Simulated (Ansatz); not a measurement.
**BHO2 (oxoborinic acid) at r2SCAN0/def2-TZVPP**

Aim: the electronic atomisation energy of BHO2 (oxoborinic acid) at r2SCAN0/def2-TZVPP, from 4 runs. 

The calculation is run with Ansatz 0.2.0.

51 further runs of the same task are left out: 51 set aside as unsound or not needed.

## Step 1: Starting point

BHO2: 4 atoms, total charge 0, spin state singlet. As SMILES, `O=BO`. The shape is that of a PBE0-D4/def2-TZVP optimisation.

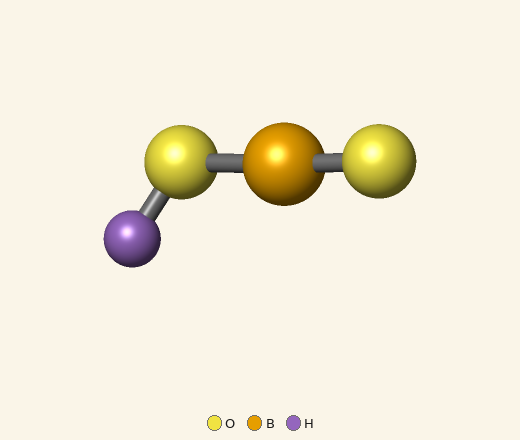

The structure, seen from a chosen angle (oxygen yellow, boron amber, hydrogen purple).

## Step 2: A single-point energy at r2SCAN0/def2-TZVPP

Input file molecule.yaml:

```yaml
crystal:
  periodic: [false, false, false]
  atoms:
    - symbol: O
      position_ang: [-1.555100, 0.523500, 0.428500]
    - symbol: B
      position_ang: [-0.423900, 0.132000, 0.248600]
    - symbol: O
      position_ang: [0.816700, -0.302000, 0.108600]
    - symbol: H
      position_ang: [1.162300, -0.353500, -0.785700]
basis:
  gaussian:
    orbitals: def2-TZVPP
hamiltonian:
  xc: {name: r2SCAN0}
accuracy: high
output:
  orbitals: {seedname: orbitals}
```

Command:

```bash
$ ansatz run molecule.yaml --threads 1 --pin off --max-ram 3480MiB --events-out events.jsonl --progress --plain --runs-dir runs
```

The program printed:

```text
Warning: RAYON_NUM_THREADS=1 ignored (pool sized by the plan → 1); use --threads N
Functional definition: r2SCAN0
  name "r2SCAN0"
  parameter a = 0.25
  parameter k0 = 0.174
  parameter k1 = 0.065
  parameter a1 = 4.9479
  exchange = (1 - a)*r2scan_x(k0 = k0, k1 = k1, a1 = a1) + a*exact_x
  correlation = r2scan_c
1677 factors; integrals over basis functions are off by at most 4.5e-9 eV
mean field evaluation 1: about -4780.8855 eV, gradient 6.6e1 eV
mean field evaluation 2: about -4767.7772 eV, gradient 1.1e2 eV
mean field evaluation 4: about -4787.6658 eV, gradient 4.9e0 eV
mean field evaluation 8: about -4787.7014 eV, gradient 2.2e-2 eV
mean field evaluation 16: about -4787.7014 eV, gradient 4.4e-7 eV
mean field -4787.70139448 eV, -175.9447810267 hartree, gradient 6.1e-8 eV, S^2 0.000000; 0 other end points of the search recorded, 0 dependent functions left out
reference -4787.70139516 eV, -175.9447810517 hartree; 11, 11 occupied and 96, 96 virtual orbitals, 1677 factors
Total energy: -4787.70139516 eV, -175.9447810517 hartree
```

Wall time 6.3 s (1 thread of Arm Neoverse V1, shared host); peak memory 0.27 GiB.

## Step 3: The B atom at the same level

Input file job.yaml:

```yaml
crystal:
  periodic: [false, false, false]
  atoms:
    - {symbol: B, position_ang: [0.000000, 0.000000, 0.000000]}
basis:
  gaussian: {orbitals: def2-TZVPP}
magnetization: {spin_polarized: true, initial_magnetization: 1}
hamiltonian: {xc: {name: r2SCAN0}}
accuracy: high
```

Run the same way, it converges to -24.63894 Eh (log not shown).

## Step 4: The H atom at the same level

Input file input.yaml:

```yaml
crystal:
  periodic: [false, false, false]
  atoms:
    - {symbol: H, position_ang: [0.000000, 0.000000, 0.000000]}
basis:
  gaussian:
    orbitals: def2-TZVPP
magnetization:
  spin_polarized: true
  initial_magnetization: 1
accuracy: high
hamiltonian:
  xc: {name: r2SCAN0}
```

Command:

```bash
$ ansatz run input.yaml --threads 1 --pin off --max-ram 3480MiB --events-out events.jsonl --progress --plain --runs-dir runs
```

The program printed:

```text
Warning: RAYON_NUM_THREADS=1 ignored (pool sized by the plan → 1); use --threads N
[... 8 set-up lines as earlier in the session ...]
92 factors; integrals over basis functions are off by at most 9.3e-10 eV
mean field evaluation 1: about -13.5989 eV, gradient 5.1e-1 eV
mean field evaluation 2: about -13.6031 eV, gradient 6.3e-2 eV
mean field evaluation 4: about -13.6022 eV, gradient 8.0e-4 eV
mean field evaluation 8: about -13.6022 eV, gradient 3.9e-9 eV
mean field -13.60215026 eV, -0.4998698021 hartree, gradient 9.3e-8 eV, S^2 0.750000; 0 other end points of the search recorded, 0 dependent functions left out
reference -13.60215116 eV, -0.4998698354 hartree; 1, 0 occupied and 13, 14 virtual orbitals, 92 factors
Total energy: -13.60215116 eV, -0.4998698354 hartree
```

It took 0.48 s on 1 thread of Arm Neoverse V1, shared host.

## Step 5: The O atom, same level

Input file run.yaml:

```yaml
basis:
  gaussian: {orbitals: def2-TZVPP}
crystal:
  periodic: [false, false, false]
  atoms:
    - {symbol: O, position_ang: [0.000000, 0.000000, 0.000000]}
magnetization: {spin_polarized: true, initial_magnetization: 2}
hamiltonian: {xc: {name: r2SCAN0}}
accuracy: high
```

Command:

```bash
$ ansatz run run.yaml --threads 1 --pin off --max-ram 3480MiB --events-out events.jsonl --progress --plain --runs-dir runs
```

The program printed:

```text
Warning: RAYON_NUM_THREADS=1 ignored (pool sized by the plan → 1); use --threads N
[... 8 set-up lines as earlier in the session ...]
306 factors; integrals over basis functions are off by at most 3.5e-9 eV
mean field evaluation 1: about -2042.2318 eV, gradient 7.9e0 eV
mean field evaluation 2: about -2042.3626 eV, gradient 2.6e0 eV
mean field evaluation 4: about -2042.3856 eV, gradient 7.5e-2 eV
mean field evaluation 8: about -2042.3875 eV, gradient 2.6e-3 eV
mean field evaluation 16: about -2042.3875 eV, gradient 5.8e-8 eV
mean field -2042.38752461 eV, -75.0563571496 hartree, gradient 5.8e-8 eV, S^2 2.005242; 0 other end points of the search recorded, 0 dependent functions left out
reference -2042.38752500 eV, -75.0563571636 hartree; 5, 3 occupied and 26, 28 virtual orbitals, 306 factors
Total energy: -2042.38752500 eV, -75.0563571636 hartree
```

Run time: 1.2 s. Hardware: 1 thread of Arm Neoverse V1, shared host; peak memory 0.1 GiB.

## Step 6: Summary of results

Level: r2SCAN0/def2-TZVPP.

| quantity | value |
| --- | --- |
| molecule: total energy | -175.94478 Eh |
| molecule: HOMO energy | -9.62 eV |
| molecule: LUMO energy | -0.04 eV |
| molecule: HOMO–LUMO gap | 9.58 eV |
| B atom: total energy | -24.63894 Eh |
| B atom: ⟨S²⟩ | 0.758 |
| H atom: total energy | -0.49987 Eh |
| H atom: ⟨S²⟩ | 0.750 |
| O atom: total energy | -75.05636 Eh |
| O atom: ⟨S²⟩ | 2.005 |
| electronic atomisation energy | 18.865 eV |

**Reading.** Taking the molecule apart into free atoms costs 18.86 eV (1820 kJ/mol), before zero-point energy and without spin-orbit coupling.
